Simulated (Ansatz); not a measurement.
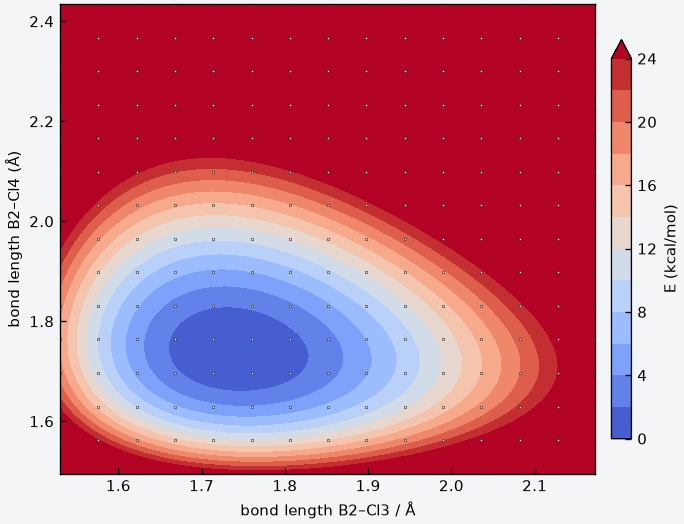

BCl₂F, SMILES FB(Cl)Cl. First axis: bond length B2–Cl3. Second axis: bond length B2–Cl4. Nothing is relaxed (all other coordinates rigid). The scan uses a 15 × 15 grid. Points are written as (first, second). Energies: kcal/mol, counted from the relaxed molecule at the same level. Theory: RKS PBE0-D4/def2-TZVP (Ansatz).

Drawn: filled contours, dots at the grid points, one colour for all values above the top of the scale. Between grid points the surface is interpolated.

**Estimate the position of the minimum and the force constants in these coordinates.**

The interpolated minimum is at bond length B2–Cl3 ≈ 1.739 Å, bond length B2–Cl4 ≈ 1.739 Å. The curvatures there are about 25 eV/Å² and 25 eV/Å², with a cross term of about 2.5 eV/Å². Round the minimum the two coordinates are weakly coupled (coupling 0.10 in units of the two stiffnesses). (1 eV is 23.1 kcal/mol.)
